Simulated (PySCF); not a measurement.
F2 (charge +1): geometry relaxation

F2, charge +1, multiplicity 2, computed with PBE0/def2-TZVP, UKS (PySCF 2.14.0).

The atoms were displaced at random from an optimised geometry. The geometry is that of the parent species in another charge or spin state. Figures and captions count atoms from 1; the log counts them from 0 in places.

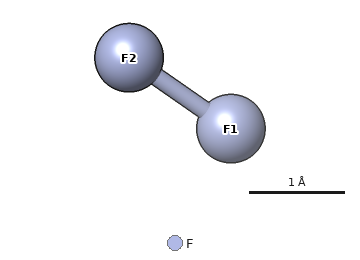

Fig. 1: The input geometry (ball-and-stick view, seen at an oblique angle; atoms are numbered from 1 in the order of the input). Bond lengths as drawn: F–F 1.36 Å.

### The input (input.py)
```python
import numpy
from pyscf import gto, dft, symm
from pyscf.hessian import thermo
from pyscf.geomopt.geometric_solver import kernel as optimise

mol = gto.Mole()
mol.atom = '''
F   -0.548641   0.238101  -0.276440
F    0.616977  -0.213858   0.262324
'''
mol.max_memory = 1860
mol.charge = 1
mol.verbose = 3
mol.basis = 'def2-tzvp'
mol.spin = 1
mol.build()

mf = dft.UKS(mol, xc='pbe0')
mf.conv_tol = 1e-10
mf.grids.level = 4
mf = mf.newton()
converged, mol_eq = optimise(mf, maxsteps=80)
print('converged:', converged)
print(mol_eq.tostring())

mf.reset(mol_eq)
mol = mol_eq
mf.kernel()
e_final = mf.e_tot
print('Final energy', e_final)
hess = mf.Hessian().kernel()
modes = thermo.harmonic_analysis(mol, hess)
print('frequencies (1/cm)', numpy.round(modes['freq_wavenumber'], 1))
symm.geom.TOLERANCE = 1e-3  # for the symmetry number
th = thermo.thermo(mf, modes['freq_au'], 298.15, 101325)
thermo.dump_thermo(mol, th)
```

Command:
```bash
OMP_NUM_THREADS=1 python input.py
```

### What the program printed
```
[file] SyntaxWarning: invalid escape sequence '\W'
  S = {(paw_set(r)[0], bool(re.search(r"spin_orbit\W+true|paw_fr", str((r.get("files") or {}).get("input") or "")) or re.search("(?i)spin.orbit\W+(value\W+)?(true|yes)|value\W+spin-orbit", json.dumps(r.get("inputs"), default=str)))) for r in records}

#|     Arguments passed to driver run_optimizer():      |#
customengine              <pyscf.geomopt.geometric_solver.PySCFEngine object>
maxiter                   80
----------------------------------------------------------
Custom engine selected.
Bonds will be generated from interatomic distances less than 1.20 times sum of covalent radii
6 internal coordinates being used (instead of 6 Cartesians)
Internal coordinate system (atoms numbered from 1):
Distance 1-2
Translation-X 1-2
Translation-Y 1-2
Translation-Z 1-2
Rotation-A 1-2
Rotation-B 1-2
Rotation-C 1-2
<class 'geometric.internal.Distance'> : 1
<class 'geometric.internal.TranslationX'> : 1
<class 'geometric.internal.TranslationY'> : 1
<class 'geometric.internal.TranslationZ'> : 1
<class 'geometric.internal.RotationA'> : 1
<class 'geometric.internal.RotationB'> : 1
<class 'geometric.internal.RotationC'> : 1
> ===== Optimization Info: ====
> Job type: Energy minimization
> Maximum number of optimization cycles: 80
> Initial / maximum trust radius (Angstrom): 0.100 / 0.300
> Convergence Criteria:
> Will converge when all 5 criteria are reached:
>  |Delta-E| < 1.00e-06
>  RMS-Grad  < 3.00e-04
>  Max-Grad  < 4.50e-04
>  RMS-Disp  < 1.20e-03
>  Max-Disp  < 1.80e-03
> === End Optimization Info ===

Geometry optimization cycle 1
Cartesian coordinates (Angstrom)
 Atom        New coordinates             dX        dY        dZ
   F  -0.548641   0.238101  -0.276440    0.000000  0.000000  0.000000
   F   0.616977  -0.213858   0.262324    0.000000  0.000000  0.000000

WARN: Mole.unit (angstrom) is changed to Bohr

WARN: HOMO -0.405298396034989 >= LUMO -0.40529839603499

converged SCF energy = -198.833963178516  <S^2> = 0.7535477  2S+1 = 2.0035446
--------------- SecondOrderUKS_Scanner gradients ---------------
         x                y                z
0 F    -0.0658645168     0.0255386733    -0.0304454120
1 F     0.0658645168    -0.0255386733     0.0304454120
----------------------------------------------
cycle 1: E = -198.833963179  dE = -198.834  norm(grad) = 0.108787
Step    0 : Gradient = 7.692e-02/7.692e-02 (rms/max) Energy = -198.8339631785
Hessian Eigenvalues: 5.00000e-02 5.00000e-02 5.00000e-02 ... 5.00000e-02 5.00000e-02 5.26811e-01

Geometry optimization cycle 2
Cartesian coordinates (Angstrom)
 Atom        New coordinates             dX        dY        dZ
   F  -0.515577   0.225275  -0.261114    0.033064 -0.012826  0.015326
   F   0.583913  -0.201032   0.246998   -0.033064  0.012826 -0.015326
converged SCF energy = -198.84089617418  <S^2> = 0.75338239  2S+1 = 2.0033795
--------------- SecondOrderUKS_Scanner gradients ---------------
         x                y                z
0 F    -0.0105648037     0.0040963199    -0.0048848298
1 F     0.0105648037    -0.0040963199     0.0048848298
----------------------------------------------
cycle 2: E = -198.840896174  dE = -0.006933  norm(grad) = 0.0174503
Step    1 : Displace = 3.863e-02/3.863e-02 (rms/max) Trust = 1.000e-01 (=) Grad = 1.234e-02/1.234e-02 (rms/max) E (change) = -198.8408961742 (-6.933e-03) Quality = 1.234
Hessian Eigenvalues: 5.00000e-02 5.00000e-02 5.00000e-02 ... 5.00000e-02 5.00000e-02 4.42306e-01

Geometry optimization cycle 3
Cartesian coordinates (Angstrom)
 Atom        New coordinates             dX        dY        dZ
   F  -0.509277   0.222833  -0.258142    0.006300 -0.002443  0.002972
   F   0.577613  -0.198590   0.244026   -0.006300  0.002443 -0.002972
converged SCF energy = -198.841012169977  <S^2> = 0.75334588  2S+1 = 2.0033431
--------------- SecondOrderUKS_Scanner gradients ---------------
         x                y                z
0 F     0.0036775658    -0.0014260915     0.0016968119
1 F    -0.0036775658     0.0014260915    -0.0016968119
----------------------------------------------
cycle 3: E = -198.84101217  dE = -0.000115996  norm(grad) = 0.00607246
Step    2 : Displace = 7.381e-03/7.381e-03 (rms/max) Trust = 1.414e-01 (+) Grad = 4.294e-03/4.294e-03 (rms/max) E (change) = -198.8410121700 (-1.160e-04) Quality = 0.674
Hessian Eigenvalues: 4.99999e-02 5.00000e-02 5.00000e-02 ... 5.00000e-02 5.00000e-02 5.96223e-01

Geometry optimization cycle 4
Cartesian coordinates (Angstrom)
 Atom        New coordinates             dX        dY        dZ
   F  -0.510919   0.223472  -0.258868   -0.001642  0.000639 -0.000726
   F   0.579255  -0.199229   0.244752    0.001642 -0.000639  0.000726
converged SCF energy = -198.841026997744  <S^2> = 0.75335556  2S+1 = 2.0033527
--------------- SecondOrderUKS_Scanner gradients ---------------
         x                y                z
0 F    -0.0001312375     0.0000507442    -0.0000628834
1 F     0.0001312375    -0.0000507442     0.0000628834
----------------------------------------------
cycle 4: E = -198.841026998  dE = -1.48278e-05  norm(grad) = 0.000217957
Step    3 : Displace = 1.906e-03/1.906e-03 (rms/max) Trust = 1.414e-01 (=) Grad = 1.541e-04/1.541e-04 (rms/max) E (change) = -198.8410269977 (-1.483e-05) Quality = 0.959
Hessian Eigenvalues: 4.99991e-02 5.00000e-02 5.00000e-02 ... 5.00000e-02 5.00000e-02 6.17626e-01

Geometry optimization cycle 5
Cartesian coordinates (Angstrom)
 Atom        New coordinates             dX        dY        dZ
   F  -0.510877   0.223459  -0.258803    0.000042 -0.000013  0.000065
   F   0.579213  -0.199216   0.244687   -0.000042  0.000013 -0.000065
converged SCF energy = -198.84102701783  <S^2> = 0.75335518  2S+1 = 2.0033524
--------------- SecondOrderUKS_Scanner gradients ---------------
         x                y                z
0 F    -0.0000009380     0.0000003080    -0.0000036073
1 F     0.0000009380    -0.0000003080     0.0000036073
----------------------------------------------
cycle 5: E = -198.841027018  dE = -2.0086e-08  norm(grad) = 5.28909e-06
```

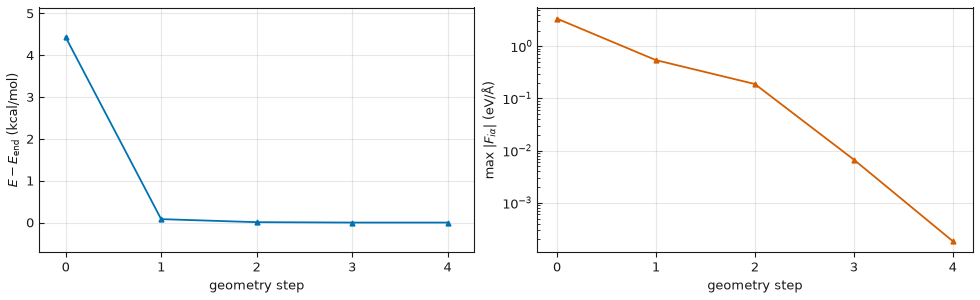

Fig. 2: Progress of the relaxation, step by step (steps are counted from 0).

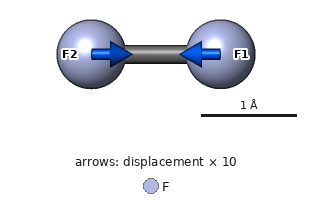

Fig. 3: The starting structure with the displacements as blue arrows, magnified 10 times (ball-and-stick view, seen on its broad side). The two geometries are laid on each other by the best rigid fit. The largest moves after the best rigid fit, 0.044 Å, are those of F1 and F2. Among the contacts that change: F1–F2 1.361 → 1.273 Å. The energy falls by 4.43 kcal/mol in 4 geometry steps. Largest force component: 3.4 eV/Å at the start, 0.00018 eV/Å at the end. (Atoms are counted from 1 in the order of the input.)

```
Step    4 : Displace = 6.600e-05/6.600e-05 (rms/max) Trust = 2.000e-01 (+) Grad = 3.740e-06/3.740e-06 (rms/max) E (change) = -198.8410270178 (-2.009e-08) Quality = 1.036
Hessian Eigenvalues: 4.99991e-02 5.00000e-02 5.00000e-02 ... 5.00000e-02 5.00000e-02 6.17626e-01
Converged! =D

converged: True
F          -0.51087676        0.22345854       -0.25880319
F           0.57921276       -0.19921554        0.24468719

WARN: HOMO -0.389371575169072 >= LUMO -0.389371575169068

converged SCF energy = -198.841027028865  <S^2> = 0.75335518  2S+1 = 2.0033524
Final energy -198.84102702886526
frequencies (1/cm) [1303.4]
temperature 298.1500 [K]
pressure 101325.00 [Pa]
Rotational constants [GHz] inf 32.83176 32.83176
Symmetry number 2
Zero-point energy (ZPE) 0.00297 [Eh]   7796.189 [J/mol]
                           tot       elec      trans        rot        vib
Entropy [J/mol/K]       206.131      5.763    154.112     46.143      0.113
Cv [J/mol/K]             21.399      0.000     12.472      8.314      0.612
Cp [J/mol/K]             29.713      0.000     20.786      8.314      0.612
Internal energy [J/mol]                      3718.434   2478.956   7825.166
Internal energy [Eh]   -198.83569  -198.84103
Enthalpy [J/mol]                             6197.391   2478.956   7825.166
Enthalpy [Eh]          -198.83474
Gibbs free energy [J/mol]                  -39750.989 -11278.668   7791.586
Gibbs free energy [Eh] -198.85815
```

### Trajectory as extended XYZ (Å, eV, eV/Å), 5 frames, from step=0 to step=4
```
2
Properties=species:S:1:pos:R:3:forces:R:3 step=0 energy=-5410.54777
F    -0.5486    0.2381   -0.2764    3.3869  -1.3133   1.5656
F     0.6170   -0.2139    0.2623   -3.3869   1.3133  -1.5656
2
Properties=species:S:1:pos:R:3:forces:R:3 step=1 energy=-5410.73643
F    -0.5156    0.2253   -0.2611    0.5433  -0.2106   0.2512
F     0.5839   -0.2010    0.2470   -0.5433   0.2106  -0.2512
2
Properties=species:S:1:pos:R:3:forces:R:3 step=2 energy=-5410.73958
F    -0.5093    0.2228   -0.2581   -0.1891   0.0733  -0.0873
F     0.5776   -0.1986    0.2440    0.1891  -0.0733   0.0873
2
Properties=species:S:1:pos:R:3:forces:R:3 step=3 energy=-5410.73999
F    -0.5109    0.2235   -0.2589    0.0067  -0.0026   0.0032
F     0.5793   -0.1992    0.2448   -0.0067   0.0026  -0.0032
2
Properties=species:S:1:pos:R:3:forces:R:3 step=4 energy=-5410.73999
F    -0.5109    0.2235   -0.2588    0.0000   0.0000   0.0002
F     0.5792   -0.1992    0.2447    0.0000   0.0000  -0.0002
```

### Summary

```csv
quantity,value
outcome,converged
total energy,−198.841027 hartree
basis functions,62
⟨S²⟩,0.753
zero-point energy,0.002969 hartree
"wavenumbers, lowest and highest",1303 cm⁻¹
hardware,"1 thread of Arm Neoverse V1, 24 GiB of memory available, shared host"
wall time,63 s
peak memory,0.92 GiB
```

Further notes kept with the run: dipole of an ion depends on the origin.
